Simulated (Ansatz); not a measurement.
**The cluster Al₅Ga: reading failed and doubtful runs**

2 inputs were typed for the cluster Al₅Ga. Each is run as it stands; the log then has to tell whether the result can be used.

Computed with Ansatz 0.2.0, Gaussian basis. Level: the settings change from run to run.

2 further runs of the same task are left out: 1 that didn't finish, 1 set aside as unsound or not needed. Runs told in other sessions of the task aren't counted.

## (1) The geometry

An earlier PBE-D4/def2-SVP relaxation fixed the geometry.

6 atoms, charge 0, spin multiplicity 1.

Atoms are counted from 1 here; the program's logs count them from 0.

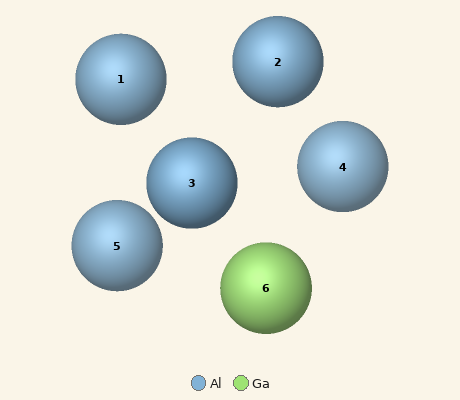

The geometry (aluminium light blue, gallium green); atoms are numbered from 1 in the order of the file.

## (2) Try 1

in.yaml reads:

```yaml
crystal:
  periodic: [false, false, false]
  atoms:
    - {symbol: Al, position_ang: [0.836265, 1.801337, -0.743946]}
    - {symbol: Al, position_ang: [-0.642618, -0.027148, -1.921952]}
    - {symbol: Al, position_ang: [1.290112, -0.874291, -0.543313]}
    - {symbol: Al, position_ang: [-2.225463, -0.306971, 0.142428]}
    - {symbol: Al, position_ang: [0.986527, 0.825673, 1.713644]}
    - {symbol: Ga, position_ang: [-0.244814, -1.418600, 1.353139]}
basis:
  gaussian: {orbitals: def2-TZVP}
total_charge: 1
magnetization: {spin_polarized: true, initial_magnetization: 1}
hamiltonian: {xc: {name: wB97X-V}}
scf: {omitted_lower_state_checks: [starts]}
output: {forces: true}
```

Command:

```
$ ansatz run in.yaml --threads 4 --pin off --events-out ev --progress --plain --max-ram 4787MiB
```

Log:

```text
Functional definition: wB97X-V
  name "wB97X-V"
  cite "Mardirossian & Head-Gordon, Phys. Chem. Chem. Phys. 16, 9904 (2014) doi:10.1039/C3CP54374A"
  cite "Becke, J. Chem. Phys. 107, 8554 (1997) doi:10.1063/1.475007"
  cite "Vydrov & Van Voorhis, J. Chem. Phys. 133, 244103 (2010) doi:10.1063/1.3521275"
  parameter omega = 0.3/bohr
  parameter cx = 0.167
  parameter cx1 = 0.603
  parameter cx2 = 1.194
  parameter css0 = 0.556
  parameter css1 = -0.257
  parameter cos0 = 1.219
  parameter cos1 = -1.850
  parameter b = 6.0
  parameter c = 0.01
  exchange = spin_sum(e_x_unif_sr(omega)*poly(b97_u_x, 1 - cx, cx1, cx2)) + cx*exact_x_sr(omega) + exact_x_lr(omega)
  correlation = spin_sum(e_c_pw_same_spin*poly(b97_u_same, css0, css1))
      + integral(e_c_pw_opposite_spin*poly(b97_u_opposite, cos0, cos1)) + vv10(b, c)
these checks for a lower state are left out or cut short: starts
1698 factors; their error is unknown
394 factors; integrals over basis functions are off by at most 7.8e-6 eV
mean field evaluation 1: about -85341.5442 eV, gradient 1.9e1 eV
mean field evaluation 2: about -85342.4875 eV, gradient 1.5e1 eV
mean field evaluation 4: about -85343.9160 eV, gradient 1.1e0 eV
mean field evaluation 8: about -85343.9496 eV, gradient 1.7e-1 eV
mean field evaluation 16: about -85344.1104 eV, gradient 2.7e-2 eV
mean field evaluation 32: about -85344.1110 eV, gradient 3.3e-3 eV
mean field evaluation 64: about -85344.1110 eV, gradient 8.6e-5 eV
Error: SIGTERM received: run cancelled behind 88 evaluations of the mean field
```

It took 4 min on 4 threads of Arm Neoverse V2, shared host.

**Diagnosis.** The clock ran out, after 88 evaluations of the mean field. The size of the job: 6 atoms, 233 basis functions. The cure: restart with a longer limit. The input also asks for charge 1 and multiplicity 2, not those of the species named; set them back first.

## (3) Try 2

in.yaml reads:

```yaml
crystal:
  periodic: [false, false, false]
  atoms:
    - {symbol: Al, position_ang: [0.836265, 1.801337, -0.743946]}
    - {symbol: Al, position_ang: [-0.642618, -0.027148, -1.921952]}
    - {symbol: Al, position_ang: [1.290112, -0.874291, -0.543313]}
    - {symbol: Al, position_ang: [-2.225463, -0.306971, 0.142428]}
    - {symbol: Al, position_ang: [0.986527, 0.825673, 1.713644]}
    - {symbol: Ga, position_ang: [-0.244814, -1.418600, 1.353139]}
basis:
  gaussian: {orbitals: STO-3G, nuclear_model: gaussian}
hamiltonian: {xc: {name: TPSS}}
output: {forces: true}
```

Launched as before.

Log:

```text
Error: YAML parse error: error: line 12 column 19: hamiltonian.xc: no functional is named "TPSS"; the names, which are not case-sensitive, are SVWN5, SPW92, PBE, PBE0, PBEsol, revPBE, revPBE0, RPBE, rPW86-PBE, HSE06, wPBEh, LC-wPBE, HISS, HF, BLYP, B3LYP, B3LYP5, BHLYP, CAM-B3LYP, r2SCAN, r2SCANh, r2SCAN0, r2SCAN50, m-r2SCAN, B97, wB97, wB97X, wB97X-V, B97M-V, wB97M-V, B2PLYP, B2GP-PLYP, PBE0-DH, PBE-QIDH
  --> <input>:12:19
   |
10 | basis:
11 |   gaussian: {orbitals: STO-3G, nuclear_model: gaussian}
12 | hamiltonian: {xc: {name: TPSS}}
   |                   ^ hamiltonian.xc: no functional is named "TPSS"; the names, which are not case-sensitive, are SVWN5, SPW92, PBE, PBE0, PBEsol, revPBE, revPBE0, RPBE, rPW86-PBE, HSE06, wPBEh, LC-wPBE, HISS, HF, BLYP, B3LYP, B3LYP5, BHLYP, CAM-B3LYP, r2SCAN, r2SCANh, r2SCAN0, r2SCAN50, m-r2SCAN, B97, wB97, wB97X, wB97X-V, B97M-V, wB97M-V, B2PLYP, B2GP-PLYP, PBE0-DH, PBE-QIDH
13 | output: {forces: true}
   |
```

Run time: 0.05 s. Hardware: 4 threads of Arm Neoverse V2, shared host.

What is wrong: Refused before any calculation. The method's name isn't one that the program takes here. Cure: name a functional that the program knows.

## (4) How the tries ended

| try | level | ended | cause | time |
| --- | --- | --- | --- | --- |
| 1 | wB97X-V/def2-TZVP | timeout | the time limit | 4 min |
| 2 | TPSS/STO-3G | refused | the method's name isn't one that the program takes here | 0.05 s |

In words: 1 timeout, 1 refused. A refusal costs next to no computing time.
